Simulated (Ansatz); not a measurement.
## Frozen-phonon scan for Cd (hcp, Mg type)

Relaxed Cd (hcp, Mg type):

```
Cd
1.0
    6.03185     0.00000     0.00000
   -1.50796     2.61187     0.00000
    0.00000     0.00000     5.82164
Cd
4
Direct
  0.16667   0.66667   0.75000
  0.66667   0.66667   0.75000
  0.33333   0.33333   0.25000
  0.83333   0.33333   0.25000
```

A phonon eigenvector at M = (0.5, 0.0, 0.0) is frozen into this cell: atom i moves by Q times the vector below, so Q is the largest atomic displacement, in Å. The cell is held. (q is in reciprocal vectors of the primitive cell; the cell shown is doubled to hold the pattern.)

```tsv
atom	x	y	z
Cd1	0.866	0.500	0.000
Cd2	-0.866	-0.500	0.000
Cd3	0.866	0.500	0.000
Cd4	-0.866	-0.500	0.000
```

Calculation: PBE (plane waves to 420 eV, PAW, scalar-relativistic; Ansatz, a program for electronic structure). k mesh 9×18×8 (Γ-centred), Fermi-Dirac smearing 0.05 eV. The energy includes the smearing's −TS. With partly filled bands, energies and forces of such displacements shift with the k mesh and the smearing. Cd was relaxed with its symmetry unable to fall. The PAW data are Ansatz's earlier set. The relaxed volume of Cd is well above the measured one; the method has no dispersion term. The zero of ΔE is the undisplaced structure.

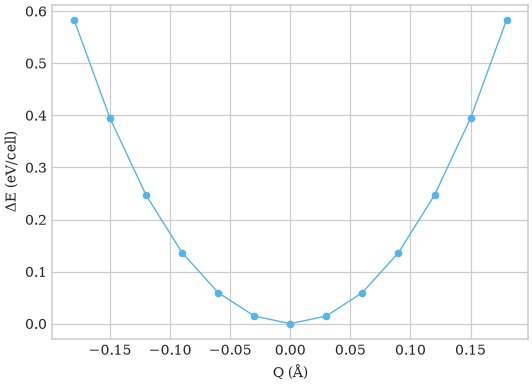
Fig. 1. ΔE (eV/cell) against Q (Å); markers are the computed points, lines only join them.

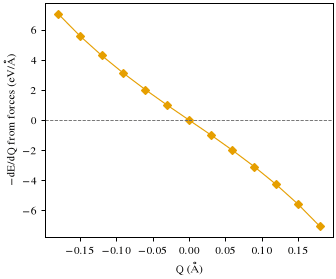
−dE/dQ from forces (eV/Å) against Q (Å); one marker a computed point.

The energy at Q = 0.180 Å is 584 meV/cell. Wavenumber by perturbation theory (DFPT, on another k mesh): 140 cm⁻¹. Space group of the distorted cell: Pmma (No. 51), lowered from P6_3/mmc. Shape of the curve: a single well with its minimum at or next to zero displacement. Harmonic wavenumber from the curvature (finite differences): 141 cm⁻¹.

E″ = 32.71 eV/Å², M = Σ mᵢ|uᵢ|² = 449.7 u, ν̃ = 521.5·√(|E″|/M).

(A displaced cell: forces are minus the slopes of the energy, force constants its curvatures, and phonons follow from these.)
